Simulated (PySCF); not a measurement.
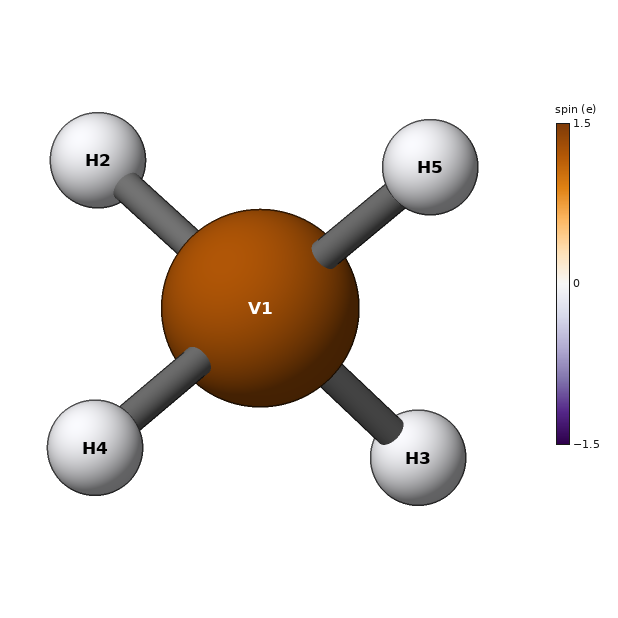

Atoms are coloured by their Mulliken spin populations. State: neutral, doublet. The computed structure is the end point of a PBE0-D3(BJ)/def2-SVP optimisation. No frequency run is at hand to confirm it as a minimum. Other spin states may lie lower. Properties computed with UKS PBE, def2-TZVP-core on V, pcH-1 on H, non-relativistic (PySCF 2.14.0).

List the Mulliken spin populations.

```tsv
atom	value (e)
V1	1.25
H2	−0.06
H3	−0.06
H4	−0.06
H5	−0.06
```

The run may have ended in an electronic state that isn't the lowest.

Mulliken values depend strongly on the basis set.
